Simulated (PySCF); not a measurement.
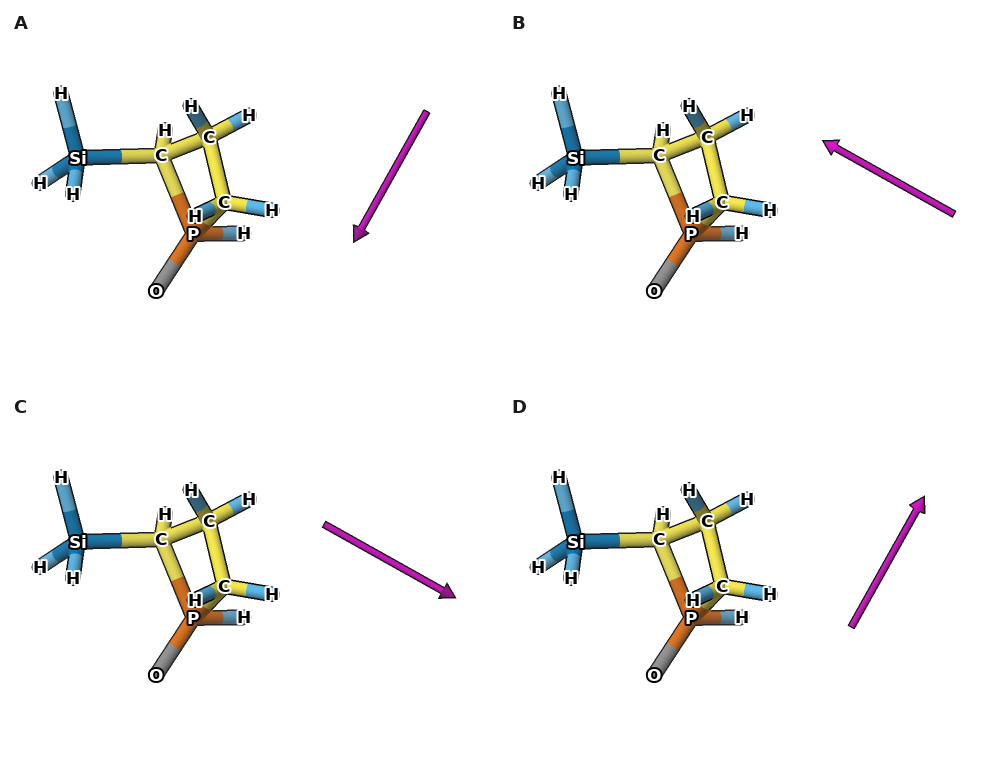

The same molecule four times, each with an arrow. The computed structure is the end point of a GFN2-xTB optimisation. No frequency run is at hand to confirm it as a minimum. Properties computed with CAM-B3LYP/def2-SVPD, gas phase (PySCF 2.14.0).

### Which arrow points along the dipole moment, from the negative to the positive end?

D. The dipole moment is 4.28 D.

The geometry is semi-empirical. Around P, Si such bond lengths and angles can be off by a tenth of an ångström or more and by several degrees, and values that hang on the shape move with them.
